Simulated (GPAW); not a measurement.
## How BaTiO3 absorbs and reflects light

Aim: the dielectric function of BaTiO3, and the optical constants that follow from it. The cell comes from an older database entry, whose edges can differ from later determinations, mostly by under a per cent.

Program: GPAW 26.7.0. Level of theory: DFT, PBE, plane-wave PAW (GPAW data sets), scalar-relativistic, RPA, optical limit. Results are calculated unless marked as measured.

The database entry behind the starting cell differs from later determinations by our own check (c/a about 0.6 % short), so it need not match the best structure at ambient conditions.

### 1. Starting point

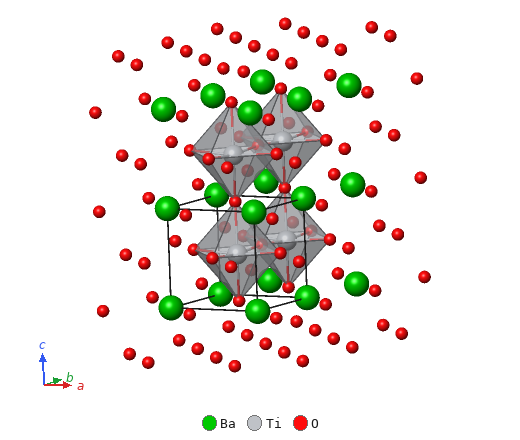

The cell as given, slightly off an axis (barium green, titanium light grey, oxygen red). 1×2×2 cells are drawn. Some periodic images of atoms are drawn too.

### 2. Ground state

First the ground state: is it a metal or has it a gap?

This step: DFT, PBE, plane-wave PAW (GPAW data sets), scalar-relativistic, ground state (GPAW 26.7.0).

gs.py

```python
from ase import Atoms
from ase.dft.bandgap import bandgap
from gpaw import GPAW, PW, FermiDirac

atoms = Atoms(['Ba', 'Ti', 'O', 'O', 'O'],
              cell=[[3.999800000000, 0.000000000000, 0.000000000000],
                    [0.000000000000, 3.999800000000, 0.000000000000],
                    [0.000000000000, 0.000000000000, 4.018000000000]],
              scaled_positions=[[0.000000000000, 0.000000000000, 0.000000000000],
                                [0.500000000000, 0.500000000000, 0.490000000000],
                                [0.000000000000, 0.500000000000, 0.517000000000],
                                [0.500000000000, 0.000000000000, 0.517000000000],
                                [0.500000000000, 0.500000000000, 0.019000000000]],
              pbc=[True, True, True])
atoms.calc = GPAW(mode=PW(550), xc='PBE', kpts={'size': (6, 6, 6), 'gamma': True},
                  occupations=FermiDirac(0.05), maxiter=150, txt='gs.txt')
print('energy (eV)', atoms.get_potential_energy())
print('Fermi level (eV)', atoms.calc.get_fermi_level())
print('valence electrons', atoms.calc.get_number_of_electrons())
print('gap (eV)', bandgap(atoms.calc, output=None)[0])
print('direct gap (eV)', bandgap(atoms.calc, direct=True, output=None)[0])
atoms.calc.write('gs.gpw')
```

The run is started by

```bash
> OMP_NUM_THREADS=1 python gs.py
```

Numbers of over 12 decimals in the logs are rounded to 6 here.

The log of the run:

```text
__  _  _
 | _ |_)|_||  |
 |__||  | ||/\| - 26.7.0

Versions:
  Python: 3.12.14
  ASE:    3.29.0
  Numpy:  2.5.5
  Scipy:  1.18.1
  Libxc:  7.0.0

Input parameters:
  mode=PW(ecut=550.0),
  kpts=MonkhorstPack(size=(6, 6, 6), gamma=True),
  maxiter=150,
  occupations=Occupations(name='fermi-dirac', width=0.05, fixmagmom=False),
  xc=XC(name='PBE')

Diagonalizing LCAO Hamiltonian
Converting LCAO to pw mode
   .---------.
  /|         |
 * |         |
 |O|         |
 | |  OTi    |
 | .---------.
 |/    O    /
 Ba--------*

Atoms  # Å, Bohr magnetons
|   | symbol |        x |        y |        z |    initial magnetic moments |
| 0 |     Ba | 0.000000 | 0.000000 | 0.000000 | ( 0.0000,  0.0000,  0.0000) |
| 1 |     Ti | 1.999900 | 1.999900 | 1.968820 | ( 0.0000,  0.0000,  0.0000) |
| 2 |      O | 0.000000 | 1.999900 | 2.077306 | ( 0.0000,  0.0000,  0.0000) |
| 3 |      O | 1.999900 | 0.000000 | 2.077306 | ( 0.0000,  0.0000,  0.0000) |
| 4 |      O | 1.999900 | 1.999900 | 0.076342 | ( 0.0000,  0.0000,  0.0000) |

Unit cell  # Å
| periodic |        x |        y |        z |  lengths |    angles |
|      yes | 3.999800 | 0.000000 | 0.000000 | 3.999800 | 90.000000 |
|      yes | 0.000000 | 3.999800 | 0.000000 | 3.999800 | 90.000000 |
|      yes | 0.000000 | 0.000000 | 4.018000 | 4.018000 | 90.000000 |

Number of symmetries: 8
Symmetry operations  # r_c * U_cc + t_c -> r_c
|   | kind |            matrix            |
| 0 |  E   |  1, 0, 0,  0, 1, 0,  0, 0, 1 |
| 1 |  σ   |  1, 0, 0,  0,-1, 0,  0, 0, 1 |
| 2 |  σ   |  0, 1, 0,  1, 0, 0,  0, 0, 1 |
| 3 |  C4  |  0, 1, 0, -1, 0, 0,  0, 0, 1 |
| 4 |  C4  |  0,-1, 0,  1, 0, 0,  0, 0, 1 |
| 5 |  σ   |  0,-1, 0, -1, 0, 0,  0, 0, 1 |
| 6 |  σ   | -1, 0, 0,  0, 1, 0,  0, 0, 1 |
| 7 |  C2  | -1, 0, 0,  0,-1, 0,  0, 0, 1 |

BZ-sampling:
  Number of BZ points: 216
  Number of IBZ points: 40

  Monkhorst-Pack size: [6, 6, 6]
  Monkhorst-Pack shift: [0.083333, 0.083333, 0.083333]

K-points  # in reciprocal-cell coordinates
|     |                                coordinates |     weight |
|   0 | (  0.00000000,   0.00000000,   0.00000000) | 0.00462963 |
|   1 | (  0.00000000,   0.00000000,   0.16666667) | 0.00925926 |
|   2 | (  0.00000000,   0.00000000,   0.33333333) | 0.00925926 |
|   3 | (  0.00000000,   0.00000000,   0.50000000) | 0.00462963 |
|   4 | (  0.16666667,   0.00000000,   0.00000000) | 0.01851852 |
|   5 | (  0.16666667,   0.00000000,   0.16666667) | 0.03703704 |
|   6 | (  0.16666667,   0.00000000,   0.33333333) | 0.03703704 |
|   7 | (  0.16666667,   0.00000000,   0.50000000) | 0.01851852 |
|   8 | (  0.16666667,   0.16666667,   0.00000000) | 0.01851852 |
|   9 | (  0.16666667,   0.16666667,   0.16666667) | 0.03703704 |
| ... |                                            |            |
|  39 | (  0.50000000,   0.50000000,   0.50000000) | 0.00462963 |

Plane wave coefficients: 1924
Cutoff: 550.0 eV

Spin-components: 1 (collinear spins)
Bands:           28
Projectors:      27
Spin-degeneracy: 2
Datatype:        complex128

Parallelization:
  kpt:    1
  domain: 1
  band:   1

Density:
  Valence electrons: 40.0
  Components: 1
  Grid points: [24 24 24]
  Charge: 0.0  # |e|

Potential:
  Grid points: [24 24 24]

species:
  Ba:
    name:    Barium
    id:
    Z:       56.0
    valence: 10
    core:    46
    charge:  0.0  # [|e|]
    compensation charges:
      type: gauss
      rc: 0.37  # [Å]
      lmax: 2
    cutoffs:
      filter: 2.06  # [Å]
      core: 2.33  # [Å]
    projectors
    | kind |    occ | energy [eV] | rcut [Å] |
    |   5s |  2.000 |     -33.644 |    1.164 |
    |   6s |  2.000 |      -3.229 |    1.164 |
    |   5p |  6.000 |     -18.744 |    1.164 |
    |    p |        |       0.000 |    1.164 |
    |    d |        |       0.000 |    1.164 |
    |    d |        |      27.211 |    1.164 |

    Using partial waves for Ba as LCAO basis

  Ti:
    name:    Titanium
    id:
    Z:       22.0
    valence: 12
    core:    10
    charge:  0.0  # [|e|]
    compensation charges:
      type: gauss
      rc: 0.38  # [Å]
      lmax: 2
    cutoffs:
      filter: 2.23  # [Å]
      core: 1.02  # [Å]
    projectors
    | kind |    occ | energy [eV] | rcut [Å] |
    |   3s |  2.000 |     -62.623 |    1.270 |
    |   4s |  2.000 |      -4.466 |    1.270 |
    |   3p |  6.000 |     -38.862 |    1.058 |
    |   4p |  0.000 |      -1.466 |    1.058 |
    |   3d |  2.000 |      -4.258 |    1.058 |
    |    d |        |      22.953 |    1.058 |

    Using partial waves for Ti as LCAO basis

  O:
    name:    Oxygen
    id:
    Z:       8.0
    valence: 6
    core:    2
    charge:  0.0  # [|e|]
    compensation charges:
      type: gauss
      rc: 0.21  # [Å]
      lmax: 2
    cutoffs:
      filter: 1.17  # [Å]
      core: 0.83  # [Å]
    projectors
    | kind |    occ | energy [eV] | rcut [Å] |
    |   2s |  2.000 |     -23.961 |    0.688 |
    |   2p |  4.000 |      -9.029 |    0.598 |
    |    s |        |       3.251 |    0.688 |
    |    p |        |      18.182 |    0.598 |
    |    d |        |       0.000 |    0.619 |

    Using partial waves for O as LCAO basis

Reference energy: -250624.413696  # eV

eigensolver:
  PPCG
  Converge bands: occupied
  niter=2

density mixing:
  MSR1-Mixer
  Pratt-step length: 0.05
  Maximum mixing coefficient: 0.75
  Old densities: 10
  SVD Regularization: 0.005
  Good broyden scale: 1.0
  Trust region scale: 1.0
  Backstep threshold: 4.0
  History deletion threshold: 6.0
  Fourier metric: weight=20.0, sigma=0.015

occupation numbers:
  Fermi-Dirac:
    width: 0.0500  # eV

poisson solver:
  ecut: 4400.0  # eV

xc functional:
  name: PBE with 2 nearest neighbor stencil

convergence criteria:
- Maximum [total energy] change in last 3 cyles: 0.0005 eV / valence electron
- Maximum integral of absolute [dens]ity change: 0.0001 electrons / valence electron
- Maximum integral of absolute [eigenst]ate change: 4e-08 eV^2 / valence electron
maximum number of iterations: 150

SCF iterations
|iter     |      energy | eigst |  dens |
|iter:   1||  -44.202771 | -0.07 |       |
|iter:   2||  -42.441777 | -1.64 | -0.87 |
|iter:   3||  -39.194791 | -0.68 | -0.94 |
|iter:   4||  -38.941434 | -1.80 | -1.42 |
|iter:   5||  -38.896240 | -2.57 | -1.62 |
|iter:   6||  -38.903025 | -3.30 | -1.98 |
|iter:   7||  -38.902827c| -4.17 | -2.70 |
|iter:   8||  -38.902745c| -4.64 | -2.99 |
|iter:   9||  -38.902751c| -6.20 | -3.49 |
|iter:  10||  -38.902753c| -6.84 | -3.91 |
|iter:  11||  -38.902753c| -8.07c| -4.58c|

Converged in 11 steps
SCF loop duration: 45.138 s (4.103 s/step)
Energy contributions relative to reference atoms: (reference = -250624.413696)

Energy contributions:
  Kinetic:          41.341955
  Coulomb:         -42.995025
  Zero:              0.401936
  External:          0.000000
  Xc:              -37.651619
  Entropy:          -0.000000
  Spinorbit:         0.000000
  ----------------------------
  Free energy:     -38.902753
  Extrapolated:    -38.902753

dipole moment: (-35.439108, -35.439108, -33.904216)  # |e|*Ang

Fermi level: 8.604
Eigenvalues  # (at kpt = [0.000, 0.000, 0.000])
| band index |      eig [eV] | occ [0-2] |
|          0 |       -48.861 |     2.000 |
|        ... |               |           |
|         12 |         5.360 |     2.000 |
|         13 |         5.360 |     2.000 |
|         14 |         6.445 |     2.000 |
|         15 |         6.445 |     2.000 |
|         16 |         6.538 |     2.000 |
|         17 |         7.396 |     2.000 |
|         18 |         7.408 |     2.000 |
|         19 |         7.408 |     2.000 |
|         20 |         9.491 |     0.000 |
|         21 |         9.704 |     0.000 |
|         22 |         9.704 |     0.000 |
|         23 |        11.684 |     0.000 |
|         24 |        11.780 |     0.000 |
|         25 |        12.695 |     0.000 |
|         26 |        12.760 |     0.000 |
|         27 |        15.006 |     0.000 |

Gap: 1.810 eV
Transition (v -> c):
  (s=0, k=39, n=19, [0.50, 0.50, 0.50]) -> (s=0, k=0, n=20, [0.00, 0.00, 0.00])
Direct/indirect transitions are different
Direct gap: 2.083 eV
Transition at: (s=0, k=0, n=19, [0.00, 0.00, 0.00])

--- standard output ---
energy (eV) -38.902753
Fermi level (eV) 8.604085
valence electrons 40.0
gap (eV) 1.810416
direct gap (eV) 2.082815
```

Wall time 48 s (1 thread of Arm Neoverse V1, shared host); peak memory 0.22 GiB.

Numbers from this step:

* energy: -38.90 eV
* Fermi energy: 8.604 eV
* gap on the k-mesh: 1.810 eV
* direct gap on the mesh: 2.083 eV
* electrons: 40

There is a gap, 1.81 eV on this mesh (points off the mesh can give less), so no carriers' term is needed.

### 3. Bands for the response

At the fixed density, many empty bands are solved on the mesh of the response, since the spectrum sums over them.

This step: DFT, PBE, plane-wave PAW (GPAW data sets), scalar-relativistic, bands at fixed density (GPAW 26.7.0).

nscf.py

```python
from ase.dft.bandgap import bandgap
from gpaw import GPAW, FermiDirac

calc = GPAW('gs.gpw').fixed_density(kpts={'size': (7, 7, 7), 'gamma': True}, nbands=62, convergence={'bands': 56},
                                    occupations=FermiDirac(0.001), txt='nscf.txt')
print('gap (eV)', bandgap(calc, output=None)[0])
print('direct gap (eV)', bandgap(calc, direct=True, output=None)[0])
print('top band over the Fermi level (eV)', min(calc.get_eigenvalues(kpt=k)[55] for k in range(len(calc.get_ibz_k_points()))) - calc.get_fermi_level())
calc.write('full.gpw', mode='all')
```

The run is started by

```bash
> OMP_NUM_THREADS=1 python nscf.py
```

The log of the run:

```text
Diagonalizing LCAO Hamiltonian
Converting LCAO to pw mode
convergence criteria:
- Maximum integral of absolute [eigenst]ate change: 4e-08 eV^2 / valence electron
maximum number of iterations: 150

SCF iterations
|iter     |      energy | eigst |  dens |
|iter:   1||             | +3.40 |       |
|iter:   2||             | +2.21 |       |
|iter:   3||             | +0.97 |       |
|iter:   4||             | -0.28 |       |
|iter:   5||             | -1.10 |       |
|iter:   6||             | -2.06 |       |
|iter:   7||             | -2.87 |       |
|iter:   8||             | -3.85 |       |
|iter:   9||             | -4.67 |       |
|iter:  10||             | -5.65 |       |
|iter:  11||             | -6.49 |       |
|iter:  12||             | -7.13 |       |
|iter:  13||             | -7.46c|       |
SCF steps: 13
  __  _  _
 | _ |_)|_||  |
 |__||  | ||/\| - 26.7.0

Versions:
  Python: 3.12.14
  ASE:    3.29.0
  Numpy:  2.5.5
  Scipy:  1.18.1
  Libxc:  7.0.0

Input parameters:
  mode=PW(ecut=550.0),
  convergence={'bands': 56},
  gpts=array([24, 24, 24]),
  kpts=MonkhorstPack(size=(7, 7, 7), gamma=True),
  maxiter=150,
  nbands=62,
  occupations=Occupations(name='fermi-dirac', width=0.001, fixmagmom=False),
  parallel={},
  xc=XC(name='PBE')

--- standard output ---
gap (eV) 1.908900
direct gap (eV) 2.082815
top band over the Fermi level (eV) 30.350285
```

Wall time 1.9 min (1 thread); peak memory 0.29 GiB.

Numbers from this step:

| Item | Value |
| --- | --- |
| gap on the k-mesh | 1.909 eV |

### 4. Dielectric function, RPA

Transitions between filled and empty bands, summed over the zone, give the optical response, so mesh, band count and broadening shape it.

The induced potential is part of this response.

This step: DFT, PBE, plane-wave PAW (GPAW data sets), scalar-relativistic, RPA, optical limit (GPAW 26.7.0).

df.py

```python
from gpaw.response.df import DielectricFunction

df = DielectricFunction('full.gpw', frequencies={'type': 'nonlinear', 'domega0': 0.03, 'omega2': 8},
                        ecut=50,
                        eta=0.12,
                        nbands=56,
                        txt='df.txt')
for direction in ['x', 'z']:
    df.get_dielectric_function(xc='RPA', direction=direction, filename=f'df_{direction}.csv')
```

The run is started by

```bash
> OMP_NUM_THREADS=1 python df.py
```

The log of the run:

```text
Using integrator: PointIntegrator
NonLinearFrequencyDescriptor(from 0.000 to 90.926 eV, 532 points)
Nonperiodic BCs:  [False False False]
Using integrator: PointIntegrator
NonLinearFrequencyDescriptor(from 0.000 to 90.926 eV, 532 points)
Nonperiodic BCs:  [False False False]

Calculating chi0 body with:
    Ground state adapter containing:
    Number of spins: 1
    Number of kpoints: 343
    Number of irreducible kpoints: 40
    Number of completely occupied states: 20
    Number of partially occupied states: 20

    Linear response parametrization:
    q_c: [0.0, 0.0, 0.0]
    Number of frequency points: 532
    Planewave cutoff: 50.0
    Number of bands: 56
    Number of planewaves: 57
    Broadening (eta): 0.12

Integrating chi0 body.

Symmetries of q_c:
    Direct symmetries (Uq -> q): 8
    Indirect symmetries (TUq -> q): 8
In total 16 allowed symmetries.

40 groups of equivalent kpoints. 88.338192% reduction.

Integral kind: spectral function

Calculating chi0 optical extensions with:
    Ground state adapter containing:
    Number of spins: 1
    Number of kpoints: 343
    Number of irreducible kpoints: 40
    Number of completely occupied states: 20
    Number of partially occupied states: 20

    Linear response parametrization:
    Number of frequency points: 532
    Planewave cutoff: 50.0
    Number of bands: 56
    Number of planewaves: 57
    Broadening (eta): 0.12
Integrating chi0 head and wings.

Symmetries of q_c:
    Direct symmetries (Uq -> q): 8
    Indirect symmetries (TUq -> q): 8
In total 16 allowed symmetries.

40 groups of equivalent kpoints. 88.338192% reduction.

Integral kind: spectral function wings
```

Elapsed: 20 s, on 1 thread; peak memory 0.38 GiB.

Read-outs, printed or worked out from the files:

| Item | Value |
| --- | --- |
| electronic dielectric constant ε∞, mean over x, y and z (by symmetry where fewer were run) | 5.847 |

(Part 1 of 2 ends here.)

[Machine, clock and banner lines and Python warnings are left out of the logs.]

[Logs are printed without paths, hosts, clocks, repeated set-up lines and the standing remarks that a program may print on its own settings, such as how far it seeks lower states.]

[Hosts, paths, dates, database ids (printed as entryN), source tags and the programs' standing remarks are cut or masked in the printed files.]
